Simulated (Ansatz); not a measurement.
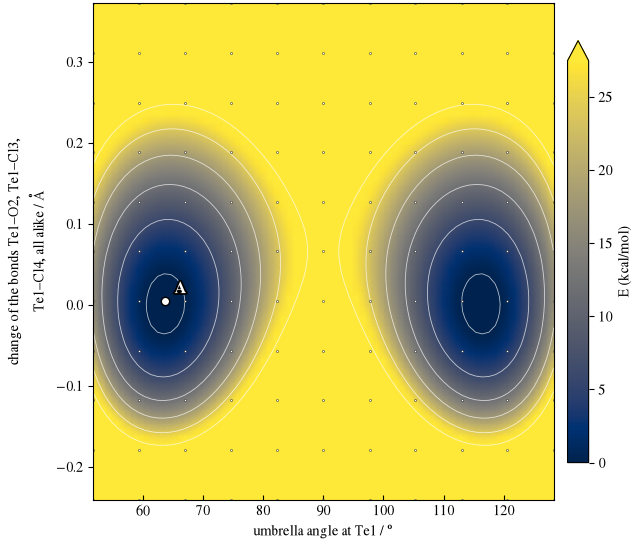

TeOCl2. 
- Coordinates scanned: (1) umbrella angle at Te1 (between each of its bonds and their common axis; 90 is planar); (2) change of the bonds Te1–O2, Te1–Cl3, Te1–Cl4, all alike.
- Nothing is relaxed (all other coordinates rigid).
- The grid has 11 × 11 points; 66 points were computed and 55 follow by symmetry.
- Points are written as (first, second).
- Energies are in kcal/mol, from the lowest grid point.
- Level of theory: RKS PBE-D4/def2-TZVP in Ansatz 0.2.0.

In the figure: a smooth colour map with a few white contour lines, dots at the grid points, one colour for all values above the top of the scale, the well A. Between grid points the surface is interpolated.

**Where is the minimum, and how stiff is the well along each coordinate? Take the well at A.**

The interpolated minimum is at the first coordinate ≈ 63.7°, the second coordinate ≈ 0.004 Å. The curvatures there are about 29 eV/rad² and 65 eV/Å², with a cross term of about −2 eV/(rad·Å). Round the minimum the two coordinates are nearly uncoupled. (1 eV is 23.1 kcal/mol.)
